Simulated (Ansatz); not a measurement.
Calculation: PBE (plane waves to 420 eV, PAW; Ansatz, a first-principles code).

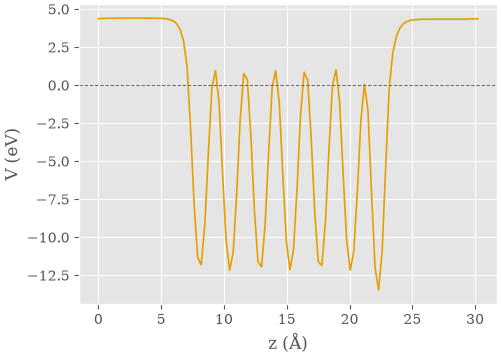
Plane-averaged electrostatic potential energy along the normal, in eV from the Fermi level, for a constructed model of the (111) surface of fcc Ag, a pseudomorphic layer of Fe in the other hollow (bottom of the slab: a bare face, its two planes held)

Set-up: 7 atoms, 14.3 Å thick at the start with caps and adatoms; mesh 15x15x1; 0.1 eV smearing; dipole correction on; 2 atoms held, the rest relaxed; start symmetry kept, larger cells not searched; spin-polarised, ending with about 3.0 μB a cell; orders that need a larger cell were not tried, no spin-orbit, no U. In PBE it lies 0.01 eV a 1x1 cell over the lowest computed structure of the same composition (a pseudomorphic layer of Fe in the host's stacking).

The vacuum level lies 4.34 eV above the Fermi level over the top face and 4.41 eV above it under the bottom face.
